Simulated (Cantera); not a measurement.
A closed system holds: 1 mol Al(CH₃)₃, 33 mol H₂O, a varied amount of H₂, at 1275 K and 52.0 mbar.

These are equilibrium values from Cantera (NASA tables, ideal gas, pure condensed phases), not measurements of a reactor. Candidate condensed phases: Al, Al₂O₃, C, C₆H₆, C₇H₈, C₈H₁₈, H₂O; 121 gas species. The feed counts by its element totals alone. The numbers say what is thermodynamically allowed, not how fast it happens.

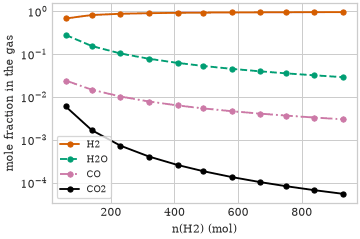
Figure: Equilibrium gas composition (values under 1e-9 drawn at 1e-9)

From 58 mol H₂ to 930 mol H₂ the condensed part is Al₂O₃(s).
